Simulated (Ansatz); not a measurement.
# UB2PLYP/STO-3G run of CClF (SMILES F[C]Cl)

What is the energy change on altering one bond length of CClF at UB2PLYP/STO-3G? 

The results are computed with Ansatz 0.2.0.

55 further runs of the same task are left out: 10 that didn't finish, 45 set aside as unsound or not needed.

### Step 1. The molecule

CClF: 3 atoms, total charge 0, spin state triplet. SMILES: `F[C]Cl`. The coordinates come from a GFN2-xTB relaxation.

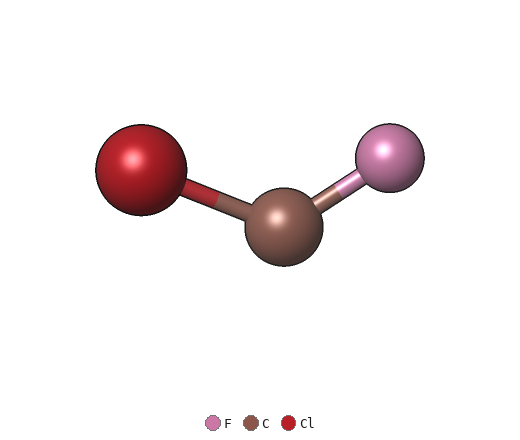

Viewed from a chosen angle; fluorine pink, carbon brown, chlorine red.

### Step 2. The energy at UB2PLYP/STO-3G

job.yaml

```yaml
crystal:
  periodic: [false, false, false]
  atoms:
    - symbol: F
      position_ang: [-0.998630, 0.639490, -0.473520]
    - symbol: C
      position_ang: [-0.216580, -0.392190, -0.160770]
    - symbol: Cl
      position_ang: [1.215200, -0.247300, 0.634290]
basis:
  gaussian: {orbitals: STO-3G}
magnetization: {spin_polarized: true, initial_magnetization: 2}
hamiltonian: {xc: {name: B2PLYP}}
correlation: {frozen_orbitals: {C: 1, Cl: 5, F: 1}}
accuracy: high
```

Started as:

```console
$ ansatz run job.yaml --threads 1 --pin off --max-ram 2610MiB --events-out events.jsonl --progress --plain --runs-dir runs
```

Log:

```text
Warning: RAYON_NUM_THREADS=1 ignored (pool sized by the plan → 1); use --threads N
Functional definition: B2PLYP
  name "B2PLYP"
  parameter a = 0.53
  parameter c = 0.27
  exchange = (1 - a)*b88_x + a*exact_x
  correlation = (1 - c)*lyp_c + c*(mp2_os + mp2_ss)
326 factors; integrals over basis functions are off by at most 4.3e-8 eV
mean field evaluation 1: about -16073.1694 eV, gradient 7.5e0 eV
mean field evaluation 2: about -16073.2196 eV, gradient 7.6e0 eV
mean field evaluation 4: about -16073.9198 eV, gradient 1.5e0 eV
mean field evaluation 8: about -16073.9559 eV, gradient 3.8e-2 eV
mean field evaluation 16: about -16073.9559 eV, gradient 1.9e-6 eV
mean field -16073.95588286 eV, -590.7069833763 hartree, gradient 1.5e-8 eV, S^2 2.003595; 0 other end points of the search recorded, 0 dependent functions left out
7 core orbitals not correlated: weight in the atoms' cores, before any rotation towards them, 1.000 or more for the frozen orbitals, at most 0.000 for the correlated occupied ones
reference -16073.95589514 eV, -590.7069838276 hartree; 10, 8 occupied and 2, 4 virtual orbitals, 326 factors
second order -2.17601272 eV of doubles, -0.00000000 eV of singles
Total energy: -16074.54341857 eV, -590.7285749156 hartree
```

It took 0.92 s on 1 thread of Intel Xeon Platinum 8488C (Sapphire Rapids), shared host; peak memory 0.15 GiB.

### Step 3. The distorted shape at the same level

in.yaml

```yaml
crystal:
  periodic: [false, false, false]
  atoms:
    - symbol: F
      position_ang: [-1.194148, 0.897417, -0.551710]
    - symbol: C
      position_ang: [-0.216580, -0.392190, -0.160770]
    - symbol: Cl
      position_ang: [1.215200, -0.247300, 0.634290]
basis:
  gaussian: {orbitals: STO-3G}
magnetization: {spin_polarized: true, initial_magnetization: 2}
hamiltonian: {xc: {name: B2PLYP}}
correlation: {frozen_orbitals: {C: 1, Cl: 5, F: 1}}
accuracy: high
```

Started as:

```console
$ ansatz run in.yaml --threads 1 --pin off --max-ram 2610MiB --events-out events.jsonl --progress --plain --runs-dir runs
```

Log (excerpt; [...] marks lines left out):

```text
Warning: RAYON_NUM_THREADS=1 ignored (pool sized by the plan → 1); use --threads N
[... 2 set-up lines as earlier in the session ...]
[...]
325 factors; integrals over basis functions are off by at most 4.2e-8 eV
[...]
mean field -16072.37086618 eV, -590.6487350879 hartree, gradient 6.5e-8 eV, S^2 2.020479; 0 other end points of the search recorded, 0 dependent functions left out
7 core orbitals not correlated: weight in the atoms' cores, before any rotation towards them, 1.000 or more for the frozen orbitals, at most 0.000 for the correlated occupied ones
reference -16072.37087855 eV, -590.6487355426 hartree; 10, 8 occupied and 2, 4 virtual orbitals, 325 factors
second order -2.55919692 eV of doubles, -0.00000000 eV of singles
Total energy: -16073.06186172 eV, -590.6741287057 hartree
```

Run time: 1.1 s. Hardware: 1 thread of Intel Xeon Platinum 8488C (Sapphire Rapids), shared host; peak memory 0.15 GiB.

### Step 4. Results

Level: UB2PLYP/STO-3G, 7 core orbitals frozen.

| quantity | value |
| --- | --- |
| first shape: total energy | -590.72857 Eh |
| first shape: ⟨S²⟩ | 2.004 |
| distorted shape: total energy | -590.67413 Eh |
| distorted shape: ⟨S²⟩ | 2.020 |
| energy change with the F1–C2 bond stretched from 1.332 to 1.665 Å | 1.482 eV |

**Reading.** With the F1–C2 bond stretched from 1.332 to 1.665 Å the energy rises by 1.48 eV (34 kcal/mol). The first shape isn't relaxed at this level, so the change isn't measured from a minimum. The minimal basis adds a large error of its own.
